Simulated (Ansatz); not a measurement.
CuAu, response to strain

Consider CuAu (space group P4/mmm, No. 123; a = 2.8694 Å, c = 3.6452 Å; relaxed with 0.1 eV smearing). Axes: x, y, z lie along a, b, c of the conventional cell.

Strains are applied to the cell and any free atomic positions relax; under biaxial strain the out-of-plane vector relaxes too.

The values are results of Ansatz (a first-principles code) PBE, without spin-orbit coupling, not measurements.

Notes on the quantities. in-plane stress: mean in-plane stress (compression positive).

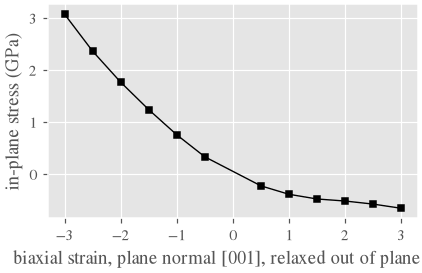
Figure. in-plane stress against biaxial strain, plane normal [001], relaxed out of plane

Task: From the plot, what is the in-plane stress for biaxial strain +0.50 %, plane normal [001], relaxed out of plane?

Result: About -0.2 GPa.

Task: Is the trend monotonic over the range shown?

Result: Yes, it falls throughout, spanning -0.7 GPa to +3.1 GPa.

Whether these cells are dynamically stable was not tested. All final runs are without spin polarisation.
